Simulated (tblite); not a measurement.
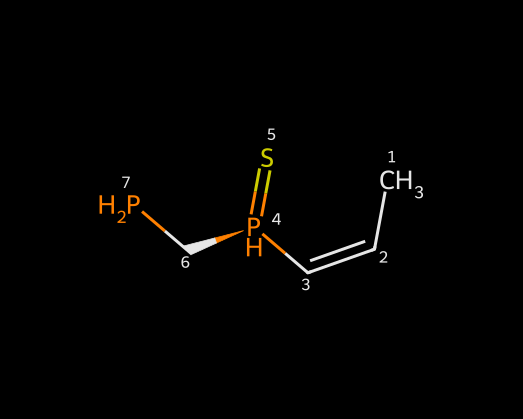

Skeletal drawing with numbered atoms; wedges and dashes mark any stereocentres. The configuration is that of a computed structure (GFN2-xTB).

Question: Assign CIP descriptors.

Answer: P4: S; C2=C3: Z.

Question: Give a SMILES with the stereochemistry.

Answer: C/C=C\[P@H](=S)CP
